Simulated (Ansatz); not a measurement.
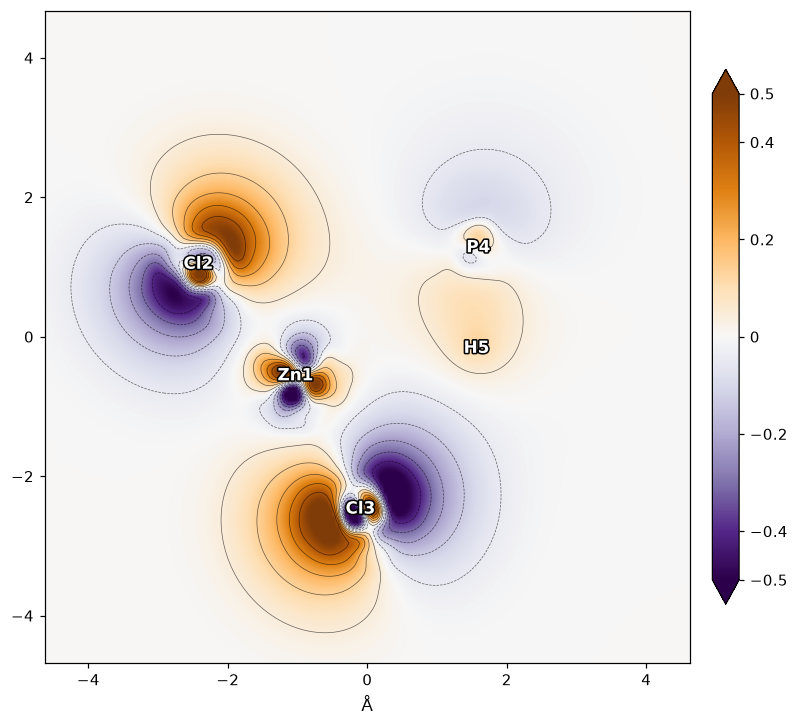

The picture shows: Cl2Zn···PH3. The HOMO−1 on the plane of atoms Cl2, Zn1 and Cl3 (values in Å⁻³ᐟ²; the overall sign is arbitrary).

Computed with RKS PBE/def2-SVP (Ansatz).

```xyz
7

Zn   -0.0311   -0.3167    0.3703
Cl    0.7738   -0.1052    2.3221
Cl   -0.3032   -0.5777   -1.7206
P    -3.0976   -0.0279    1.2426
H    -2.6143   -0.2408   -0.1010
H    -2.2505   -1.0512    1.8039
H    -2.1326    1.0073    1.5203
```

Question: Describe this orbital and give its energy.

Answer: It lies mainly on Cl3 (about 55 %), Cl2 (about 35 %) and Zn1 (about 5 %); largely a combination of lone pairs on Cl3 and Cl2. Its energy is −7.14 eV.
